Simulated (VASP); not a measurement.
# CrO2: cell size against the level of theory, part 2 of 9

Aim: relax CrO2 at several levels and hold each cell against experiment. The start is a cell from a database of measured crystal structures.

VASP 6.6.1, plane waves and PAW; the level of theory is named at each step.

So far. Step 2 (Magnetic order: ferromagnetic): The run ends ferromagnetic with a largest moment of 2.32 μB, and the mesh shows no gap.

### Step 3. Magnetic order: antiferromagnetic within the cell

This step: LDA, DFT+U (Cr d 4 eV), spin-polarised from an antiferromagnetic start; plane waves and PAW (Cr_pv, O) (VASP 6.6.1).

Next, a pattern with opposite moments.

File INCAR:

```
SYSTEM = CrO2
PREC = Accurate
ENCUT = 520
EDIFF = 1E-06
NELM = 100
ISMEAR = -1
SIGMA = 0.05
LREAL = .FALSE.
ALGO = Normal
GGA = CA
NBANDS = 33
ISPIN = 2
MAGMOM = 3 -3 0 0 0 0
LDAU = .TRUE.
LDAUTYPE = 2
LDAUL = 2 -1
LDAUU = 4 0
LDAUJ = 0 0
LDAUPRINT = 1
LASPH = .TRUE.
LMAXMIX = 4
LORBIT = 11
LWAVE = .FALSE.
LCHARG = .FALSE.
KPAR = 8
ISIF = 2
```

File POSCAR:

```
CrO2
1.0
    4.4210000000      0.0000000000      0.0000000000
    0.0000000000      4.4210000000      0.0000000000
    0.0000000000      0.0000000000      2.9170000000
Cr O
2 4
Direct
    0.0000000000      0.0000000000      0.0000000000
    0.5000000000      0.5000000000      0.5000000000
    0.3010000000      0.3010000000      0.0000000000
    0.1990000000      0.8010000000      0.5000000000
    0.6990000000      0.6990000000      0.0000000000
    0.8010000000      0.1990000000      0.5000000000
```

File KPOINTS:

```
Automatic mesh
0
Gamma
5 5 8
0 0 0
```

The projector-augmented-wave data sets are Cr_pv and O (PBE family, release 64).

On the command line:

```console
$ mpirun -np 8 vasp_std
```

Output:

```text
[banner, memory and clock lines left out]
running    8 mpi-ranks, on    1 nodes
 distrk:  each k-point on    1 cores,    8 groups
 distr:  one band on    1 cores,    1 groups

 POSCAR found type information on POSCAR CrO
 POSCAR found :  2 types and       6 ions
 [... a notice as in an earlier step ...]

 [... a notice as in an earlier step ...]

 LDA part: xc-table for (Slater(with rela. corr.)+CA(PZ))
 , standard interpolation
 POSCAR, INCAR and KPOINTS ok, starting setup
 FFT: planning ... GRIDC
 FFT: planning ... GRID_SOFT
 FFT: planning ... GRID
 WAVECAR not read
 entering main loop
       N       E                     dE             d eps       ncg     rms          rms(c)
DAV:   1     0.599675835817E+03    0.59968E+03   -0.26184E+04  3960   0.164E+03
DAV:   2    -0.829792547199E+01   -0.60797E+03   -0.55855E+03  4361   0.487E+02
DAV:   3    -0.615402081462E+02   -0.53242E+02   -0.51999E+02  4179   0.156E+02
DAV:   4    -0.626743882834E+02   -0.11342E+01   -0.11265E+01  4714   0.230E+01
DAV:   5    -0.627063756279E+02   -0.31987E-01   -0.31977E-01  5142   0.351E+00    0.429E+01
DAV:   6    -0.541510428850E+02    0.85553E+01   -0.87415E+01  4534   0.938E+01    0.333E+01
DAV:   7    -0.495806453567E+02    0.45704E+01   -0.29791E+01  4488   0.799E+01    0.180E+01
DAV:   8    -0.488424066222E+02    0.73824E+00   -0.37864E+00  4228   0.177E+01    0.851E+00
DAV:   9    -0.485450596999E+02    0.29735E+00   -0.91298E-01  5425   0.138E+01    0.369E+00
DAV:  10    -0.485878138220E+02   -0.42754E-01   -0.24187E-01  4502   0.551E+00    0.212E+00
DAV:  11    -0.486006720905E+02   -0.12858E-01   -0.30301E-02  4599   0.197E+00    0.114E+00
DAV:  12    -0.486038548176E+02   -0.31827E-02   -0.56946E-03  4930   0.760E-01    0.424E-01
DAV:  13    -0.486046367255E+02   -0.78191E-03   -0.66184E-04  4535   0.244E-01    0.216E-01
DAV:  14    -0.486048025338E+02   -0.16581E-03   -0.20565E-04  4673   0.100E-01    0.917E-02
DAV:  15    -0.486049112503E+02   -0.10872E-03   -0.71757E-05  4555   0.745E-02    0.460E-02
DAV:  16    -0.486049371393E+02   -0.25889E-04   -0.22638E-05  4488   0.534E-02    0.246E-02
DAV:  17    -0.486049413788E+02   -0.42395E-05   -0.75849E-06  4545   0.307E-02    0.104E-02
DAV:  18    -0.486049413738E+02    0.49786E-08   -0.19134E-06  3139   0.109E-02
   1 F= -.48604941E+02 E0= -.48603484E+02  d E =-.291407E-02  mag=     0.0000
```

Run time: 11 s. Hardware: 8 MPI ranks of Intel Xeon 6975P-C (Granite Rapids), shared host; peak memory 1.8 GiB.

OUTCAR, selected parts (step 3):

```text
 Found     30 irreducible k-points:

   k-points           NKPTS =     30   k-points in BZ     NKDIM =     30   number of bands    NBANDS=     33

   NELECT =      48.0000    total number of electrons

atom =   1  type =  1  l = 2

 onsite density matrix

spin component  1

  0.6068  0.0000  0.2563  0.0000 -0.0000
  0.0000  0.6699  0.0000  0.2779  0.0000
  0.2563  0.0000  0.7670  0.0000 -0.0000
  0.0000  0.2779  0.0000  0.6699  0.0000
 -0.0000  0.0000 -0.0000  0.0000  0.2827

spin component  2

  0.2739  0.0000 -0.1218  0.0000  0.0000
  0.0000  0.2125  0.0000 -0.1132  0.0000
 -0.1218  0.0000  0.1445  0.0000 -0.0000
  0.0000 -0.1132  0.0000  0.2125  0.0000
  0.0000  0.0000 -0.0000  0.0000  0.1701

 occupancies and eigenvectors

  o =  0.0713  v =  0.0000  0.0000  0.0000  0.0000  0.0000 -0.5151  0.0000 -0.8571  0.0000 -0.0000      0.0000  0.0000  0.0000  0.0000  0.0000  0.0000  0.0000  0.0000  0.0000  0.0000
  o =  0.0992  v =  0.0000  0.0000  0.0000  0.0000  0.0000  0.0000 -0.7071  0.0000 -0.7071 -0.0000      0.0000  0.0000  0.0000  0.0000  0.0000  0.0000  0.0000  0.0000  0.0000  0.0000
  o =  0.1701  v =  0.0000  0.0000  0.0000  0.0000  0.0000 -0.0000 -0.0000 -0.0000  0.0000  1.0000      0.0000  0.0000  0.0000  0.0000  0.0000  0.0000  0.0000  0.0000  0.0000  0.0000
  o =  0.2827  v =  0.0000  0.0000 -0.0000 -0.0000 -1.0000  0.0000  0.0000  0.0000  0.0000  0.0000      0.0000  0.0000  0.0000  0.0000  0.0000  0.0000  0.0000  0.0000  0.0000  0.0000
  o =  0.3257  v =  0.0000  0.0000  0.0000  0.0000  0.0000  0.0000  0.7071  0.0000 -0.7071  0.0000      0.0000  0.0000  0.0000  0.0000  0.0000  0.0000  0.0000  0.0000  0.0000  0.0000
  o =  0.3471  v =  0.0000  0.0000  0.0000  0.0000  0.0000 -0.8571  0.0000  0.5151  0.0000 -0.0000      0.0000  0.0000  0.0000  0.0000  0.0000  0.0000  0.0000  0.0000  0.0000  0.0000
  o =  0.3921  v = -0.0000  0.7071  0.0000 -0.7071  0.0000  0.0000  0.0000  0.0000  0.0000  0.0000      0.0000  0.0000  0.0000  0.0000  0.0000  0.0000  0.0000  0.0000  0.0000  0.0000
  o =  0.4184  v =  0.8057  0.0000 -0.5923 -0.0000  0.0000  0.0000  0.0000  0.0000  0.0000  0.0000      0.0000  0.0000  0.0000  0.0000  0.0000  0.0000  0.0000  0.0000  0.0000  0.0000
  o =  0.9478  v = -0.0000 -0.7071 -0.0000 -0.7071 -0.0000  0.0000  0.0000  0.0000  0.0000  0.0000      0.0000  0.0000  0.0000  0.0000  0.0000  0.0000  0.0000  0.0000  0.0000  0.0000
  o =  0.9554  v = -0.5923  0.0000 -0.8057  0.0000  0.0000  0.0000  0.0000  0.0000  0.0000  0.0000      0.0000  0.0000  0.0000  0.0000  0.0000  0.0000  0.0000  0.0000  0.0000  0.0000

atom =   2  type =  1  l = 2

 onsite density matrix

spin component  1

  0.2739  0.0000  0.1218  0.0000  0.0000
  0.0000  0.2125  0.0000  0.1132  0.0000
  0.1218  0.0000  0.1445  0.0000 -0.0000
  0.0000  0.1132  0.0000  0.2125  0.0000
  0.0000  0.0000 -0.0000  0.0000  0.1701

spin component  2

  0.6068  0.0000 -0.2563  0.0000 -0.0000
  0.0000  0.6699  0.0000 -0.2779  0.0000
 -0.2563  0.0000  0.7670  0.0000 -0.0000
  0.0000 -0.2779  0.0000  0.6699  0.0000
 -0.0000  0.0000 -0.0000  0.0000  0.2827

 occupancies and eigenvectors

  o =  0.0713  v = -0.5151 -0.0000  0.8571  0.0000  0.0000  0.0000  0.0000  0.0000  0.0000  0.0000      0.0000  0.0000  0.0000  0.0000  0.0000  0.0000  0.0000  0.0000  0.0000  0.0000
  o =  0.0992  v =  0.0000 -0.7071  0.0000  0.7071 -0.0000  0.0000  0.0000  0.0000  0.0000  0.0000      0.0000  0.0000  0.0000  0.0000  0.0000  0.0000  0.0000  0.0000  0.0000  0.0000
  o =  0.1701  v = -0.0000  0.0000  0.0000  0.0000 -1.0000  0.0000  0.0000  0.0000  0.0000  0.0000      0.0000  0.0000  0.0000  0.0000  0.0000  0.0000  0.0000  0.0000  0.0000  0.0000
  o =  0.2827  v =  0.0000  0.0000  0.0000  0.0000  0.0000  0.0000 -0.0000  0.0000 -0.0000  1.0000      0.0000  0.0000  0.0000  0.0000  0.0000  0.0000  0.0000  0.0000  0.0000  0.0000
  o =  0.3257  v =  0.0000 -0.7071  0.0000 -0.7071 -0.0000  0.0000  0.0000  0.0000  0.0000  0.0000      0.0000  0.0000  0.0000  0.0000  0.0000  0.0000  0.0000  0.0000  0.0000  0.0000
  o =  0.3471  v = -0.8571 -0.0000 -0.5151  0.0000  0.0000  0.0000  0.0000  0.0000  0.0000  0.0000      0.0000  0.0000  0.0000  0.0000  0.0000  0.0000  0.0000  0.0000  0.0000  0.0000
  o =  0.3921  v =  0.0000  0.0000  0.0000  0.0000  0.0000 -0.0000 -0.7071 -0.0000 -0.7071 -0.0000      0.0000  0.0000  0.0000  0.0000  0.0000  0.0000  0.0000  0.0000  0.0000  0.0000
  o =  0.4184  v =  0.0000  0.0000  0.0000  0.0000  0.0000  0.8057 -0.0000  0.5923 -0.0000 -0.0000      0.0000  0.0000  0.0000  0.0000  0.0000  0.0000  0.0000  0.0000  0.0000  0.0000
  o =  0.9478  v =  0.0000  0.0000  0.0000  0.0000  0.0000  0.0000 -0.7071 -0.0000  0.7071 -0.0000      0.0000  0.0000  0.0000  0.0000  0.0000  0.0000  0.0000  0.0000  0.0000  0.0000
  o =  0.9554  v =  0.0000  0.0000  0.0000  0.0000  0.0000 -0.5923 -0.0000  0.8057  0.0000 -0.0000      0.0000  0.0000  0.0000  0.0000  0.0000  0.0000  0.0000  0.0000  0.0000  0.0000

 E-fermi :   5.1150

 spin component 1
 k-point     1 :       0.0000    0.0000    0.0000
  band No.  band energies     occupation
    ...
     20       2.7715      1.00000
     21       3.7845      1.00000
     22       4.1731      1.00000
     23       4.1987      1.00000
     24       4.7239      0.99960
     25       5.3467      0.00963
     26       6.5167      0.00000
     27       7.1623      0.00000
     28       7.5803      0.00000
     29       8.0718      0.00000
    ...

 k-point     2 :       0.2000    0.0000    0.0000
  band No.  band energies     occupation
    ...
     20       2.7706      1.00000
     21       3.4848      1.00000
     22       3.8598      1.00000
     23       3.8850      1.00000
     24       4.5475      0.99999
     25       5.6679      0.00002
     26       7.0467      0.00000
     27       7.4346      0.00000
     28       7.7422      0.00000
     29       7.9533      0.00000
    ...

 k-point     3 :       0.4000    0.0000    0.0000
  band No.  band energies     occupation
    ...
     20       2.6679      1.00000
     21       3.1520      1.00000
     22       3.7497      1.00000
     23       4.0355      1.00000
     24       4.0990      1.00000
     25       6.0397      0.00000
     26       7.4703      0.00000
     27       7.6882      0.00000
     28       8.0355      0.00000
     29       8.4790      0.00000
    ...

 k-point     4 :       0.2000    0.2000    0.0000
  band No.  band energies     occupation
    ...
     20       2.8412      1.00000
     21       3.0357      1.00000
     22       3.5119      1.00000
     23       4.1798      1.00000
     24       4.3563      1.00000
     25       5.9690      0.00000
     26       7.1605      0.00000
     27       7.4167      0.00000
     28       7.8568      0.00000
     29       7.9147      0.00000
    ...

  Total       -2.2273974     -2.2273974     -1.1624215      0.0000000      0.0000000      0.0000000
  in kB      -62.5937312    -62.5937312    -32.6660590      0.0000000      0.0000000      0.0000000
  external PRESSURE =     -52.6178405 kB  Pullay stress =       0.0000000 kB

 POSITION                                       TOTAL-FORCE (eV/Angst)
 -----------------------------------------------------------------------------------
      0.00000      0.00000      0.00000         0.000000      0.000000      0.000000
      2.21050      2.21050      1.45850         0.000000      0.000000      0.000000
      1.33072      1.33072      0.00000        -0.154527     -0.154527     -0.000000
      0.87978      3.54122      1.45850         0.154527     -0.154527     -0.000000
      3.09028      3.09028      0.00000         0.154527      0.154527      0.000000
      3.54122      0.87978      1.45850        -0.154527      0.154527      0.000000
 -----------------------------------------------------------------------------------
    total drift:                                0.000000      0.000000      0.000000

  FREE ENERGIE OF THE ION-ELECTRON SYSTEM (eV)
  ---------------------------------------------------
  free  energy   TOTEN  =       -48.6049413738 eV

  energy  without entropy=      -48.6020273073  energy(sigma->0) =      -48.60348434

 total charge
# of ion       s       p       d       tot
------------------------------------------
    1        0.348   6.490   3.972  10.810
    2        0.348   6.490   3.972  10.810
    3        1.556   3.459   0.000   5.014
    4        1.556   3.459   0.000   5.014
    5        1.556   3.459   0.000   5.014
    6        1.556   3.459   0.000   5.014
--------------------------------------------------
tot          6.918  26.816   7.944  41.677

 magnetization (x)
# of ion       s       p       d       tot
------------------------------------------
    1        0.012   0.014   1.980   2.007
    2       -0.012  -0.014  -1.980  -2.007
    3        0.000  -0.015   0.000  -0.015
    4       -0.000   0.015   0.000   0.015
    5        0.000  -0.015   0.000  -0.015
    6       -0.000   0.015   0.000   0.015
--------------------------------------------------
tot          0.000   0.000   0.000   0.000

[... 8 parts as in an earlier step ...]

[... 7 further parts left out ...]
```

The gap is read on the k-mesh alone, so it is an upper bound where the band edges lie off the mesh. At this level the cell is under a tension of 5.3 GPa, so at these settings it is away from equilibrium.

Numbers from this step:

```yaml
scf_cycles: 18
bands: 33
free_energy_toten: -48.60 eV
energy_at_zero_smearing: -48.60 eV
fermi_energy: 5.115 eV
pressure: -5.262 GPa
metallic: no
valence_top_at_k: 0, 0, 0.5
conduction_bottom_at_k: 0.4, 0, 0.5
least_direct_gap_at_k: 0.2, 0.2, 0.5
gap_on_the_k_mesh: 0.1014 eV
least_direct_gap_on_the_k_mesh: 0.5888 eV
```

Spin moment in the PAW sphere by atom:

| atom | spin moment in the PAW sphere (μB) |
| --- | --- |
| Cr1 | 2.01 |
| Cr2 | -2.01 |
| O3 | -0.01 |
| O4 | 0.01 |
| O5 | -0.01 |
| O6 | 0.01 |

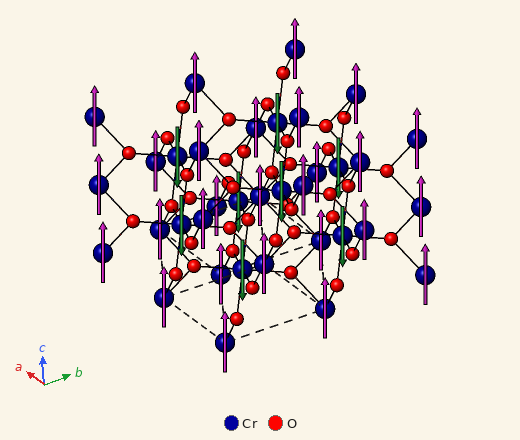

Spin moment in the PAW sphere as arrows, the longest 2.01 μB. Up and down stand for the sign. Arrows give size and sign along the axis of quantisation, drawn up and down the page. The two directions have two colours. 2×2×2 cells are drawn. Some periodic images of atoms are drawn too.

Force by atom:

| atom | x (eV/Å) | y (eV/Å) | z (eV/Å) | size |
| --- | --- | --- | --- | --- |
| Cr1 | 0.000 | 0.000 | 0.000 | 0.000 |
| Cr2 | 0.000 | 0.000 | 0.000 | 0.000 |
| O3 | -0.155 | -0.155 | 0.000 | 0.219 |
| O4 | 0.155 | -0.155 | 0.000 | 0.219 |
| O5 | 0.155 | 0.155 | 0.000 | 0.219 |
| O6 | -0.155 | 0.155 | 0.000 | 0.219 |

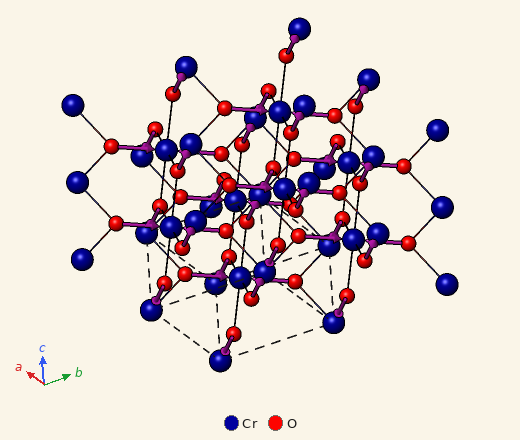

Force as arrows, the longest 0.219 eV/Å. 2×2×2 cells are drawn. Some periodic images of atoms are drawn too.

The energy lies +57.4 meV an atom from the first pattern. The run ends antiferromagnetic with a largest moment of 2.01 μB, and the mesh shows a gap of 0.10 eV.

(Continued in part 3 of 9.)

[Lines on the potential files, build, host, timing and source positions are cut from VASP's logs without a mark.]

[Logs are printed without paths, hosts, clocks, repeated set-up lines and the standing remarks that a program may print on its own settings, such as how far it seeks lower states.]

[Hosts, paths, dates, database ids (printed as entryN), source tags and the programs' standing remarks are cut or masked in the printed files.]

[A measured line is paired with the nearest computed mode of its activity, which favours agreement.]

[In band tables of VASP the shares of atoms and orbitals are scaled to a sum of 1 inside the atoms' spheres.]
